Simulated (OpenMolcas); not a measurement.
# Multireference states of BrGa

Which states of BrGa lie lowest, and how does spin–orbit coupling split them?

The runs use OpenMolcas 26.06; SA-CASSCF(8,7), XMS-CASPT2, RASSI; ANO-RCC-VTZP.

All values are calculated.

### Step 1. Input

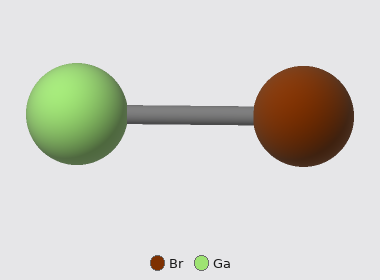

The two atoms at 2.385 Å (bromine brown, gallium green).

C2 symmetry about the axis (a holds Σ, Δ, Γ; b holds Π, Φ, H; Σ⁺ and Σ⁻ are not told apart); roots by multiplicity and irrep: 1a 5, 3b 2, 1b 2, 3a 5.

Active shells: Br 4p, Ga 4s 4p.

Input file m.inp:

```
&GATEWAY
Coord
2
angstrom
Br 0.0 0.0 0.0
Ga 0.0 0.0 2.3850
Basis=ANO-RCC-VTZP
Group=XY
RX2C
AMFI
ANGMom
0.0 0.0 0.0
RICD
&SEWARD
&GUESSORB
&RASSCF
FileOrb=$CurrDir/o11.orb
Symmetry=1
Spin=1
nActEl=8 0 0
Inactive=17 12
RAS2=3 4
CIRoot=5 5 1
Linear
Iterations=120 100
OrbListing=Nothing
PRWF=0.15
>>COPY $Project.RasOrb $CurrDir/o11.orb
>>COPY $Project.rasscf.h5 $CurrDir/r11.h5
&CASPT2
XMultistate=all
Imaginary=0.2
IPEA=0.25
MaxIter=40
>>COPY $Project.JobMix JOB001
&RASSCF
FileOrb=$CurrDir/o32.orb
Symmetry=2
Spin=3
nActEl=8 0 0
Inactive=17 12
RAS2=3 4
CIRoot=2 2 1
Linear
Iterations=120 100
OrbListing=Nothing
PRWF=0.15
>>COPY $Project.RasOrb $CurrDir/o32.orb
>>COPY $Project.rasscf.h5 $CurrDir/r32.h5
&CASPT2
XMultistate=all
Imaginary=0.2
IPEA=0.25
MaxIter=40
>>COPY $Project.JobMix JOB002
&RASSCF
FileOrb=$CurrDir/o12.orb
Symmetry=2
Spin=1
nActEl=8 0 0
Inactive=17 12
RAS2=3 4
CIRoot=2 2 1
Linear
Iterations=120 100
OrbListing=Nothing
PRWF=0.15
>>COPY $Project.RasOrb $CurrDir/o12.orb
>>COPY $Project.rasscf.h5 $CurrDir/r12.h5
&CASPT2
XMultistate=all
Imaginary=0.2
IPEA=0.25
MaxIter=40
>>COPY $Project.JobMix JOB003
&RASSCF
FileOrb=$CurrDir/o31.orb
Symmetry=1
Spin=3
nActEl=8 0 0
Inactive=17 12
RAS2=3 4
CIRoot=5 5 1
Linear
Iterations=120 100
OrbListing=Nothing
PRWF=0.15
>>COPY $Project.RasOrb $CurrDir/o31.orb
>>COPY $Project.rasscf.h5 $CurrDir/r31.h5
&CASPT2
XMultistate=all
Imaginary=0.2
IPEA=0.25
MaxIter=40
>>COPY $Project.JobMix JOB004
&RASSI
Nr of JobIphs=4 5 2 2 5
1 2 3 4 5
1 2
1 2
1 2 3 4 5
SpinOrbit
EJob
Omega
MEES
MESO
Properties=4
'AngMom' 3 'Mltpl  1' 1 'Mltpl  1' 2 'Mltpl  1' 3
Thrs=1.0d-4
>>COPY $Project.rassi.h5 $CurrDir/so.h5
```

Each module block was a call of its own in one work directory; start orbitals came from a preliminary run.

Launch:

```console
> pymolcas m.inp
```

### Step 2. The spin-free blocks

Further steps of the session: From Λ–S states to Ω levels.

What does the calculation give? Wanted: lowest spin-free state; next spin-free state; lowest level; next level; lowering by spin–orbit coupling.

As calculated:

```
                       quantity               value
         lowest spin-free state               (1)1Σ
           next spin-free state     (1)3Π, 3.453 eV
                   lowest level  Ω = 0, 100 % (1)1Σ
                     next level   Ω = 0, 27474 cm⁻¹
lowering by spin–orbit coupling             18 cm⁻¹
```

At 2.385 Å the lowest computed level has Ω = 0 and is 100 % (1)1Σ. Only the spin multiplicities and numbers of roots in the input were computed, so the list of states is not complete and the lowest one found need not be the ground state; labels number the states computed.
